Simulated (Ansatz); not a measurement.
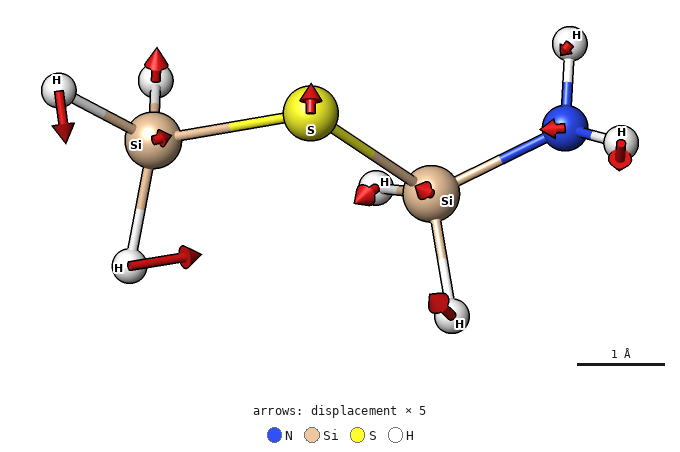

A relaxation of Si2NH7S. The starting structure is drawn; red arrows show the displacements, magnified 5 times. The two geometries are superimposed by the best rigid fit.

Style: ball-and-stick. Shown face on.

The start comes from PBE-D4/def2-SVP.

Theory: Ansatz 0.2.0, RKS PBE0-D4/def2-TZVP. Set-up: force threshold 0.005 eV/Å; at most 150 steps.

### Which element moves most?

Hydrogen: up to 0.20 Å, against 0.07 Å for sulfur.

### What did the optimiser do to the structure, and how much energy did it gain?

After 11 geometry steps the energy has fallen by 5.49 kJ/mol. Largest force component: 0.58 eV/Å at the start, 0.003 eV/Å at the end. The largest move after the best rigid fit is that of an H atom, 0.20 Å. By element the largest moves are H 0.20 Å, S 0.07 Å, N 0.06 Å, Si 0.06 Å. Among the contacts that change: S–Si 2.190 → 2.154 Å, N–Si 1.735 → 1.707 Å, S–Si 2.158 → 2.132 Å, H–Si 1.505 → 1.485 Å. Bond angles that change, for instance: Si–N–H 118.6° → 120.7°.
